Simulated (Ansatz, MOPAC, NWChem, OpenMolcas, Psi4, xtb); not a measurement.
## A ladder of methods for B3H3O3 (SMILES B1OBOBO1)

The runs start from one conformer, not always the lowest.

B3H3O3, singlet, SMILES `B1OBOBO1`. Each level relaxes the structure for itself.

Each level gives the highest harmonic wavenumber at each level's own minimum (cm⁻¹). The values are calculated.

| level | kind | program | value (cm⁻¹) |
| --- | --- | --- | --- |
| GFN2-xTB | semi-empirical | xtb | 2651 |
| PM6 | semi-empirical | MOPAC | 2946 |
| PM6-DH2 | semi-empirical | MOPAC | 2946 |
| PM7 | semi-empirical | MOPAC | 2676 |
| HF/3-21G | Hartree–Fock | OpenMolcas | 2928 |
| HF/6-31G* (spherical functions) | Hartree–Fock | NWChem | 2847 |
| HF/6-31G* (Cartesian functions) | Hartree–Fock | OpenMolcas | 2847 |
| BP86/def2-SVP (density fitting) | GGA | Psi4 | 2628 |
| PBE0-D4/def2-TZVP | global hybrid | Ansatz | 2699 |

Harmonic and unscaled. The values span 2628 to 2946 cm⁻¹.

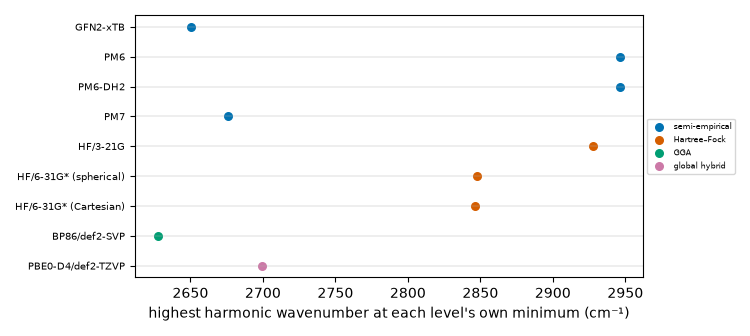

The values of the table, level by level.
